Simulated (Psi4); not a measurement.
# BHLYP/def2-TZVP run of NBrO (nitrosyl bromide)

What is the vertical singlet–triplet gap of NBrO (nitrosyl bromide) at BHLYP/def2-TZVP? The job is set up through a Python script.

The calculation is run with Psi4 1.11.

6 further runs of the same task are left out: 6 that didn't finish.

### 1 The system as given

The species is NBrO (3 atoms), meant as a singlet with charge 0. SMILES: `O=NBr`. The shape is that of a PBE0-D4/def2-TZVP optimisation.

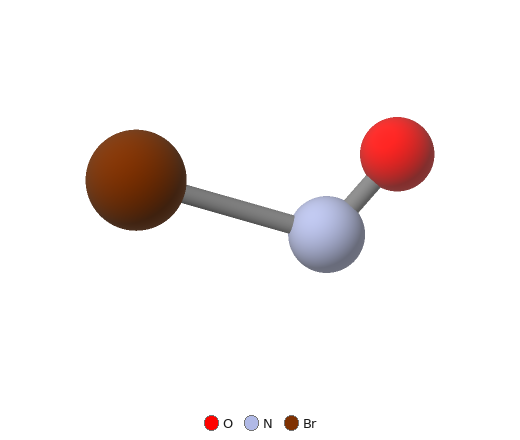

Viewed from a chosen angle; oxygen red, nitrogen light blue, bromine brown.

### 2 A single-point energy at BHLYP/def2-TZVP

calc.py

```python
import psi4

psi4.set_memory('2200 MB')
psi4.set_num_threads(1)
psi4.set_output_file('run.log', False)

geom = psi4.geometry("""
0 1
O      1.77970627    -1.22227486     0.84759886
N     -0.08492429    -1.20277288    -0.17561225
Br    -1.69478198     2.42504774    -0.67196771
units bohr
symmetry c1
""")

options = {'puream': True, 'e_convergence': 1e-09, 'd_convergence': 1e-08, 'scf_type': 'pk', 'dft_radial_points': 99, 'dft_spherical_points': 590}
psi4.set_options(options)

e, wfn = psi4.energy("bhhlyp/def2-TZVP", molecule=geom, return_wfn=True)
psi4.oeprop(wfn, "DIPOLE", "WIBERG_LOWDIN_INDICES", "QUADRUPOLE", title="BHHLYP")
print(f'bhhlyp/def2-TZVP energy: {e:.10f} Eh')
```

The run is started by

```
$ python calc.py
```

run.log (excerpt; [...] marks lines left out):

```text
[...]
  Running in c1 symmetry.
[...]
  Nuclear repulsion =  140.795785610311668
[...]
  Multiplicity = 1
[...]
  Nalpha       = 25
  Nbeta        = 25
[...]
    Number of basis functions: 110
[...]
   @RKS iter   1: -2703.64798134276271   -1.65984e+00   1.33783e-02 ADIIS/DIIS
[...]
   @RKS iter  14: -2704.01450606997150   -5.45697e-12   4.69923e-09 DIIS
[...]
    Orbital Energies [Eh]
    ---------------------
    Doubly Occupied:
       1A   -485.592081     2A    -63.511170     3A    -57.151881
       4A    -57.149604     5A    -57.149218     6A    -19.869617
       7A    -15.051331     8A     -9.128708     9A     -6.875127
      10A     -6.867388    11A     -6.866132    12A     -2.849278
      13A     -2.847072    14A     -2.845931    15A     -2.838838
      16A     -2.838795    17A     -1.470664    18A     -0.896205
      19A     -0.806218    20A     -0.657384    21A     -0.644391
      22A     -0.637463    23A     -0.351314    24A     -0.349343
      25A     -0.340131
[...]
  @RKS Final Energy: -2704.01450606997150
   => Energetics <=
    Nuclear Repulsion Energy =            140.7957856103116683
    One-Electron Energy =               -4039.9041786014936406
    Two-Electron Energy =                1249.5722751618729944
    DFT Exchange-Correlation Energy =     -54.4783882406625253
    Empirical Dispersion Energy =           0.0000000000000000
    VV10 Nonlocal Energy =                  0.0000000000000000
    Total Energy =                      -2704.0145060699715032
[...]
 Multipole Moments:
 ------------------------------------------------------------------------------------
     Multipole            Electronic (a.u.)      Nuclear  (a.u.)        Total (a.u.)
 ------------------------------------------------------------------------------------
 L = 1.  Multiply by 2.5417464519 to convert [e a0] to [Debye]
 Dipole X            :         -2.9934000            3.4253501            0.4319501
 Dipole Y            :          3.8705333           -4.4906636           -0.6201303
 Dipole Z            :          0.0000000            0.0000000            0.0000000
 Magnitude           :                                                    0.7557397
 L = 2.  Multiply by 1.3450342976 to convert [e a0^2] to [Debye ang]
 Quadrupole XX       :       -120.0646459           98.5159258          -21.5487201
 Quadrupole XY       :        106.0791608         -107.2906459           -1.2114851
[...]
```

On the terminal:

```text
bhhlyp/def2-TZVP energy: -2704.0145060700 Eh
```

It took 23 s on 1 thread of Intel Xeon at 2.50GHz (Skylake/Cascade Lake), shared host; peak memory 0.94 GiB.

### 3 The triplet

brno.py

```python
import psi4

psi4.set_memory('2200 MB')
psi4.set_num_threads(1)
psi4.core.set_output_file('psi4.out', False)

molecule = psi4.geometry("""
0 3
O      1.77970627    -1.22227486     0.84759886
N     -0.08492429    -1.20277288    -0.17561225
Br    -1.69478198     2.42504774    -0.67196771
units bohr
symmetry c1
""")

psi4.set_options({
    'basis': 'def2-TZVP',
    'reference': 'uks',
    'puream': True,
    'e_convergence': 1e-09,
    'd_convergence': 1e-08,
    'scf_type': 'pk',
    'dft_radial_points': 99,
    'dft_spherical_points': 590,
    'maxiter': 100,
})

energy_value, wavefunction = psi4.energy('BHHLYP', molecule=molecule, return_wfn=True)
psi4.oeprop(wavefunction, 'QUADRUPOLE', 'MULLIKEN_CHARGES', 'DIPOLE')
print(f'total energy {energy_value:.8f} hartree = {energy_value * 27.211386:.5f} eV')
for k, v in sorted(psi4.core.scalar_variables().items()):
    print(f'{k:45s} {v:18.10f}')
```

The run is started by

```
$ python brno.py
```

psi4.out (excerpt; [...] marks lines left out):

```text
[...]
  Running in c1 symmetry.
[...]
  Nuclear repulsion =  140.795785610311668
[...]
  Multiplicity = 3
[...]
  Nalpha       = 26
  Nbeta        = 24
[...]
    Number of basis functions: 110
[...]
   @UKS iter   1: -2703.69832484236258   -1.71018e+00   1.25225e-02 DIIS/ADIIS
[...]
   @UKS iter  19: -2703.96734815713307   -5.00222e-12   5.42381e-09 DIIS
[...]
   @S^2 Observed:                2.028178303E+00
[...]
  @UKS Final Energy: -2703.96734815713307
   => Energetics <=
    Nuclear Repulsion Energy =            140.7957856103116683
    One-Electron Energy =               -4039.2300326482600212
    Two-Electron Energy =                1248.9755233117537045
    DFT Exchange-Correlation Energy =     -54.5086244309383545
    Empirical Dispersion Energy =           0.0000000000000000
    VV10 Nonlocal Energy =                  0.0000000000000000
    Total Energy =                      -2703.9673481571330740
[...]
 Multipole Moments:
 ------------------------------------------------------------------------------------
     Multipole            Electronic (a.u.)      Nuclear  (a.u.)        Total (a.u.)
 ------------------------------------------------------------------------------------
 L = 1.  Multiply by 2.5417464519 to convert [e a0] to [Debye]
 Dipole X            :         -3.4424856            3.4253501           -0.0171355
 Dipole Y            :          4.4851552           -4.4906636           -0.0055084
 Dipole Z            :          0.0000000            0.0000000            0.0000000
 Magnitude           :                                                    0.0179991
 L = 2.  Multiply by 1.3450342976 to convert [e a0^2] to [Debye ang]
 Quadrupole XX       :       -120.5324059           98.5159258          -22.0164801
 Quadrupole XY       :        106.8187182         -107.2906459           -0.4719278
[...]
  Mulliken Charges: (a.u.)
   Center  Symbol    Alpha    Beta     Spin     Total
       1     O     4.35087  3.74426  0.60662 -0.09513
       2     N     3.78106  3.11760  0.66346  0.10133
       3    BR    17.86806 17.13814  0.72992 -0.00620
   Total alpha = 26.00000, Total beta = 24.00000, Total charge =  0.00000
```

The script printed:

```text
total energy -2703.96734816 hartree = -73578.69924 eV
CURRENT ENERGY                                  -2703.9673481571
CURRENT REFERENCE ENERGY                        -2703.9673481571
DD SOLVATION ENERGY                                 0.0000000000
DFT FUNCTIONAL TOTAL ENERGY                     -2703.9673481571
DFT TOTAL ENERGY                                -2703.9673481571
DFT VV10 ENERGY                                     0.0000000000
DFT XC ENERGY                                     -54.5086244309
GRID ELECTRONS ALPHA                               26.0000000210
GRID ELECTRONS BETA                                23.9999999467
GRID ELECTRONS TOTAL                               49.9999999677
NUCLEAR REPULSION ENERGY                          140.7957856103
ONE-ELECTRON ENERGY                             -4039.2300326483
PCM POLARIZATION ENERGY                             0.0000000000
PE ENERGY                                           0.0000000000
SCF ITERATION ENERGY                            -2703.9673481571
SCF ITERATIONS                                     19.0000000000
SCF TOTAL ENERGY                                -2703.9673481571
TWO-ELECTRON ENERGY                              1248.9755233118
XC GRID RADIAL POINTS                              99.0000000000
XC GRID SPHERICAL POINTS                          590.0000000000
XC GRID TOTAL POINTS                           165501.0000000000
```

Run time: 41 s. Hardware: 1 thread of Intel Xeon at 2.50GHz (Skylake/Cascade Lake), shared host; peak memory 0.94 GiB.

### 4 Results

Level: BHLYP/def2-TZVP.

| quantity | value |
| --- | --- |
| singlet: total energy | -2704.01451 Eh |
| singlet: dipole moment | 1.92 D |
| singlet: HOMO energy | -9.26 eV |
| singlet: LUMO energy | -2.37 eV |
| singlet: HOMO–LUMO gap | 6.89 eV |
| triplet: total energy | -2703.96735 Eh |
| triplet: dipole moment | 0.05 D |
| triplet: HOMO energy (highest over α and β) | -8.26 eV |
| triplet: LUMO energy (lowest over α and β) | -4.22 eV |
| triplet: ⟨S²⟩ | 2.028 |
| vertical energy of the triplet above the singlet | 1.283 eV |

At this shape the triplet lies 1.28 eV (30 kcal/mol) above the singlet. Mulliken charges (triplet) run from -0.10 on O1 to +0.10 on N2.
